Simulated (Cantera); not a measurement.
A closed system holds: 1 mol SiH4, a varied amount of O2, 90 mol H2, 3 mol CO2, at 1800 K and 105 Torr.

Equilibrium computed with Cantera from the NASA thermochemical tables; the gas is ideal and each condensed phase is pure. Candidate condensed phases: C, C6H6, C7H8, C8H18, H2O, Si, SiC, SiO2; 123 gas species. The tables hold silica as quartz up to 1696 K and as liquid above; real silica turns to tridymite and cristobalite and melts near 1996 K. Gases not in the tables: Si(OH)4. Kinetics and transport are ignored.

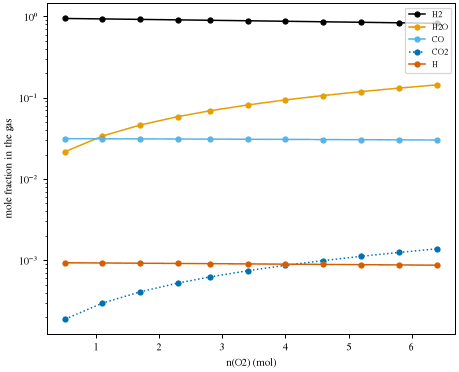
Figure. Equilibrium gas composition (values under 1e-9 drawn at 1e-9)

From 0.51 mol O2 to 6.4 mol O2 the condensed part is SiO2(condensed).
